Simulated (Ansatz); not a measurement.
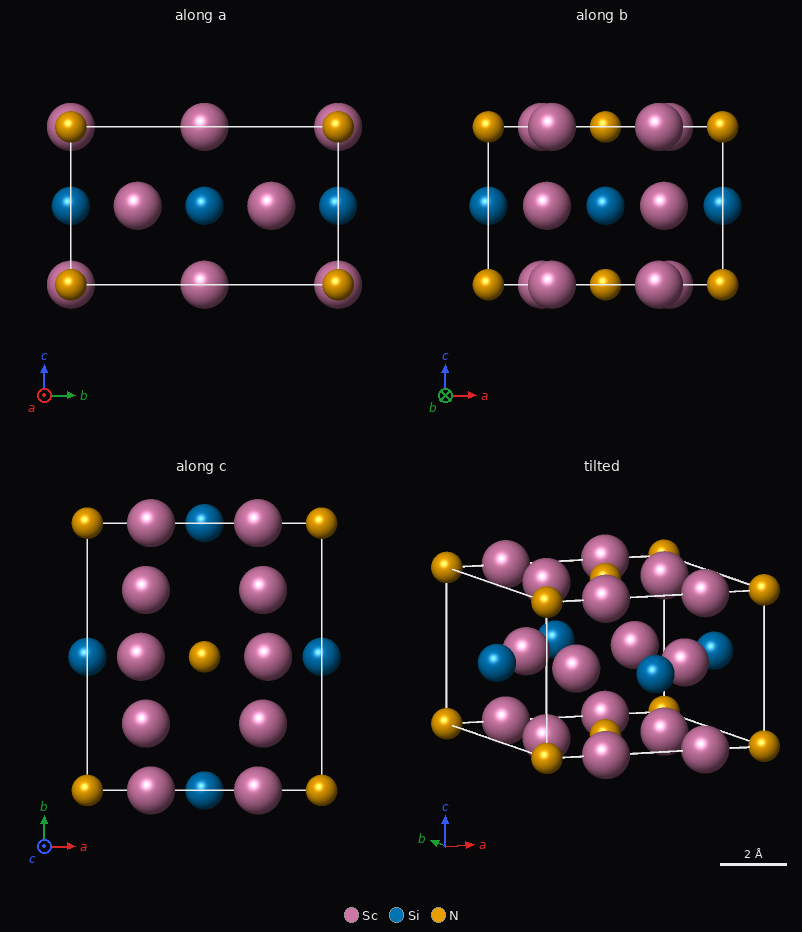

View along the a axis, along the b axis, along the c axis and slightly off an axis, drawn as a spheres-only model. The edges of the conventional unit cell are marked.

Lattice parameters: a = 7.1056 Å, b = 8.1074 Å, c = 4.7867 Å, α = 90.000°, β = 90.000°, γ = 90.000°.

Question: Write down what is shown as a CIF in P1 with every atom of the cell, with free fractional coordinates to two decimals.

Answer:
```cif
data_structure
_symmetry_space_group_name_H-M 'P 1'
_symmetry_Int_Tables_number 1
_cell_length_a 7.1056
_cell_length_b 8.1074
_cell_length_c 4.7867
_cell_angle_alpha 90.000
_cell_angle_beta 90.000
_cell_angle_gamma 90.000
_cell_volume 275.76
loop_
_atom_site_label
_atom_site_type_symbol
_atom_site_fract_x
_atom_site_fract_y
_atom_site_fract_z
_atom_site_occupancy
Sc1 Sc 0.73 0.00 0.00 1
Sc2 Sc 0.27 0.00 0.00 1
Sc3 Sc 0.25 0.25 0.50 1
Sc4 Sc 0.25 0.75 0.50 1
Si1 Si 0.50 0.00 0.50 1
N1 N 0.00 0.00 0.00 1
Sc5 Sc 0.23 0.50 0.00 1
Sc6 Sc 0.77 0.50 0.00 1
Sc7 Sc 0.75 0.75 0.50 1
Sc8 Sc 0.75 0.25 0.50 1
Si2 Si 0.00 0.50 0.50 1
N2 N 0.50 0.50 0.00 1
```

Origin of the cell: a structure type filled with these elements by a generator (whether the compound takes this form wasn't checked). Earlier steps of the study may have refined or changed the cell and positions. It went into a calculation with Ansatz.
